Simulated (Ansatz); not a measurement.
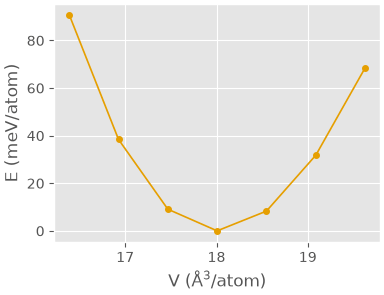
Nb (bcc (W type), Im-3m) under volume change, r²SCAN in the plane-wave PAW code Ansatz, scaled uniformly.

Question: What does a third-order Birch–Murnaghan fit give for V₀, B₀ and B′?

Answer: V₀ = 18.01 Å³/atom, B₀ = 172 GPa, B′ = 3.7.

The cell was relaxed with r²SCAN under the symmetry of its start. The run is not spin-polarised.

Potentials: the earlier of the program's two PAW sets.
